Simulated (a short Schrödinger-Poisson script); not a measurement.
System: gated Al0.3Ga0.7As/GaAs modulation-doped gas, at 300 K.

```
layer      material  thickness (nm)  Nd (cm⁻³)  Na (cm⁻³)
-----  ------------  --------------  ---------  ---------
1      Al0.3Ga0.7As              10          -          -
2      Al0.3Ga0.7As              40     5.5e17          -
3      Al0.3Ga0.7As               2          -          -
4              GaAs            6000          -       4e15
```

Constants are typed, rounded textbook-type inputs, not results; the design itself was drawn at random and stands for no fabricated device. Al0.3Ga0.7As: permittivity 12.05, conduction-band edge (eV) 0.237, gap (eV) 1.798, electron mass (mₑ) 0.0919, Nv at 300 K (cm⁻³) 9e18. GaAs: permittivity 12.9, conduction-band edge (eV) 0, gap (eV) 1.424, Nv at 300 K (cm⁻³) 9e18.

Channel valleys (confinement mass, in-plane density-of-states mass, number): Γ 0.067, 0.067, 1. At the gate the conduction-band edge of layer 1 lies 0.99 eV − eVg above the Fermi level of the channel; the field vanishes at the back. Donor level 0.05 eV below the band edge. The barrier under the gate holds no holes. Gaps are held at their typed values at every temperature. Mesh 0.08 nm at interfaces.

Solved with a short Schrödinger-Poisson script written for these runs: 1D Poisson equation in equilibrium, electrons quantum, Hartree (BenDaniel-Duke, 40 states a valley, the channel's in-plane mass for all, wave functions free to enter the barrier), parabolic valleys, classical holes, donors ionised by Fermi statistics, acceptors fully, no traps, pinning or gate leakage.

Only gate voltages with over 1e8 electrons/cm² are shown.

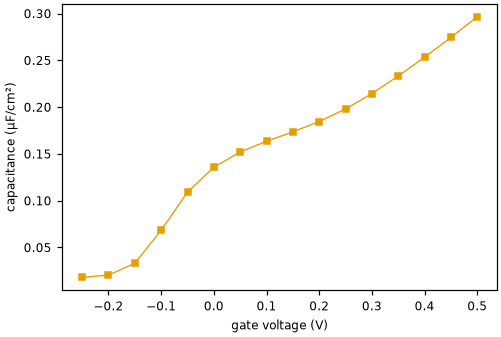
Figure: Quasi-static capacitance against gate voltage

```csv
Vg (V),electrons (cm⁻²),in the channel layer,C (μF/cm²),Γ E0 (meV),Γ E1 (meV)
0.5,4.56e11,4.23e11,0.297,14.5,58.5
0.4,4.06e11,3.85e11,0.253,17.6,60.8
0.3,3.41e11,3.28e11,0.214,22.9,64.8
0.2,2.57e11,2.50e11,0.185,31.4,71.6
0.1,1.64e11,1.60e11,0.164,44.7,82.7
0,7.53e10,7.40e10,0.136,66.4,102.1
-0.1,1.44e10,1.42e10,0.0684,110.5,144.1
-0.2,6.64e8,6.55e8,0.0205,190.7,223.1
```

Subbands count from the Fermi level.
